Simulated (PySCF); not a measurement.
# U-wB97X-V/SBKJC (core potential) run of [NH3]+ (SMILES [NH3+])

Aim: the energy change on altering one bond length of [NH3]+ at U-wB97X-V/SBKJC (core potential), from 2 runs. Input form: a Python script.

The calculation is run with PySCF 2.14.0.

12 further runs of the same task are left out: 1 that didn't finish, 11 set aside as unsound or not needed.

## (1) The molecule

[NH3]+: 4 atoms, total charge +1, spin state doublet. SMILES: `[NH3+]`. The shape is that of a GFN2-xTB optimisation.

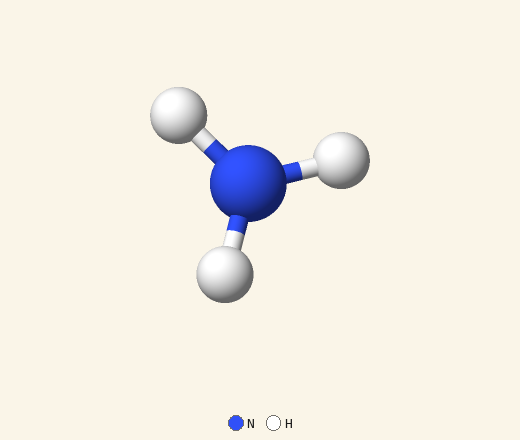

The structure, seen from a chosen angle (nitrogen blue, hydrogen white).

## (2) The energy at U-wB97X-V/SBKJC (core potential)

File mol.xyz:

```xyz
4

N      0.000140    -0.000820    -0.000330
H      0.510700    -0.238750     0.859300
H     -0.995460    -0.239520    -0.089810
H      0.484620     0.479080    -0.769160
```

File calc.py:

```python
from pyscf import gto, dft

molecule = gto.M(
    atom='mol.xyz',
    verbose=4,
    basis='sbkjc',
    ecp={'N': 'sbkjc'},
    charge=1,
    max_memory=1860,
    spin=1,
)

mf = dft.UKS(molecule, xc='wb97x-v')
mf.nlcgrids.level = 1
mf.conv_tol = 1e-10
mf.grids.level = 5
mf.kernel()
if not mf.converged:
    mf = mf.newton().run(mf.mo_coeff, mf.mo_occ)

etot = mf.e_tot
print('E(%s) = %.9f' % ('WB97X-V', etot))
```

Run with:

```console
OMP_NUM_THREADS=1 python calc.py
```

What it wrote:

```text
PySCF version 2.14.0

[INPUT] num. atoms = 4
[INPUT] num. electrons = 7
[INPUT] charge = 1
[INPUT] spin (= nelec alpha-beta = 2S) = 1
[INPUT] symmetry False subgroup None
[INPUT] Mole.unit = angstrom
[INPUT] Symbol           X                Y                Z      unit          X                Y                Z       unit  Magmom
[INPUT]  1 N      0.000140000000  -0.000820000000  -0.000330000000 AA    0.000264561657  -0.001549575422  -0.000623609621 Bohr   0.0
[INPUT]  2 H      0.510700000000  -0.238750000000   0.859300000000 AA    0.965083131815  -0.451172112240   1.623841658839 Bohr   0.0
[INPUT]  3 H     -0.995460000000  -0.239520000000  -0.089810000000 AA   -1.881146767960  -0.452627201356  -0.169716303247 Bohr   0.0
[INPUT]  4 H      0.484620000000   0.479080000000  -0.769160000000 AA    0.915799074487   0.905329991757  -1.453501745970 Bohr   0.0

nuclear repulsion = 8.61547113591392
number of shells = 10
number of NR pGTOs = 25
number of NR cGTOs = 14
basis = sbkjc
ecp = {'N': 'sbkjc'}

[... 45 lines left out ...]
WARN: HOMO -0.063431044197033 >= LUMO -0.0634310441970336
[... 38 lines left out ...]
converged SCF energy = -11.3112175247919  <S^2> = 0.75291008  2S+1 = 2.002908
E(WB97X-V) = -11.311217525
```

It took 12 s on 1 thread of Intel Xeon Platinum 8259CL at 2.50GHz (Skylake/Cascade Lake), shared host; peak memory 0.17 GiB.

## (3) The distorted shape

File run.py:

```python
from pyscf import gto, dft

mol = gto.M(
    atom='''
N    0.796628   0.190142   0.071255
H    1.307188  -0.047788   0.930885
H   -0.995460  -0.239520  -0.089810
H    1.281108   0.670042  -0.697575
''',
    spin=1,
    max_memory=1860,
    ecp={'N': 'sbkjc'},
    basis='sbkjc',
    verbose=4,
    charge=1,
)

mf = dft.UKS(mol)
mf.xc = 'wb97x-v'
mf.grids.level = 5
mf.conv_tol = 1e-10
mf.nlcgrids.level = 1
mf.kernel()
if not mf.converged:
    mf = mf.newton().run(mf.mo_coeff, mf.mo_occ)

energy = mf.e_tot
print('Final energy', energy)
```

Run with:

```console
OMP_NUM_THREADS=1 python run.py
```

What it wrote:

```text
PySCF version 2.14.0

[INPUT] num. atoms = 4
[INPUT] num. electrons = 7
[INPUT] charge = 1
[INPUT] spin (= nelec alpha-beta = 2S) = 1
[INPUT] symmetry False subgroup None
[INPUT] Mole.unit = angstrom
[INPUT] Symbol           X                Y                Z      unit          X                Y                Z       unit  Magmom
[INPUT]  1 N      0.796628000000   0.190142000000   0.071255000000 AA    1.505408743160   0.359316304777   0.134652435006 Bohr   0.0
[INPUT]  2 H      1.307188000000  -0.047788000000   0.930885000000 AA    2.470227313318  -0.090306232041   1.759117703466 Bohr   0.0
[INPUT]  3 H     -0.995460000000  -0.239520000000  -0.089810000000 AA   -1.881146767960  -0.452627201356  -0.169716303247 Bohr   0.0
[INPUT]  4 H      1.281108000000   0.670042000000  -0.697575000000 AA    2.420943255989   1.266195871956  -1.318225701343 Bohr   0.0

nuclear repulsion = 7.2957029281407
number of shells = 10
number of NR pGTOs = 25
number of NR cGTOs = 14
basis = sbkjc
ecp = {'N': 'sbkjc'}

[... 45 lines left out ...]
WARN: HOMO -0.0365685651626824 >= LUMO -0.0365685651626823
[... 58 lines left out ...]
converged SCF energy = -11.1737810669936  <S^2> = 0.82796426  2S+1 = 2.0765011
Final energy -11.173781066993566
```

Run time: 17 s. Hardware: 1 thread of Intel Xeon Platinum 8259CL at 2.50GHz (Skylake/Cascade Lake), shared host; peak memory 0.18 GiB.

## (4) Summary of results

At U-wB97X-V/SBKJC (core potential):

| quantity | value |
| --- | --- |
| first shape: total energy | -11.31122 Eh |
| first shape: HOMO energy (highest over α and β) | -22.26 eV |
| first shape: LUMO energy (lowest over α and β) | -10.41 eV |
| first shape: ⟨S²⟩ | 0.753 |
| distorted shape: total energy | -11.17378 Eh |
| distorted shape: HOMO energy (highest over α and β) | -20.84 eV |
| distorted shape: LUMO energy (lowest over α and β) | -9.02 eV |
| distorted shape: ⟨S²⟩ | 0.828 |
| energy change with the N1–H3 bond stretched from 1.028 to 1.850 Å | 3.740 eV |

With the N1–H3 bond stretched from 1.028 to 1.850 Å the energy rises by 3.74 eV (361 kJ/mol). The first shape isn't relaxed at this level, so the change isn't measured from a minimum. Mulliken charges (first shape) run from -0.33 on N1 to +0.45 on H3.
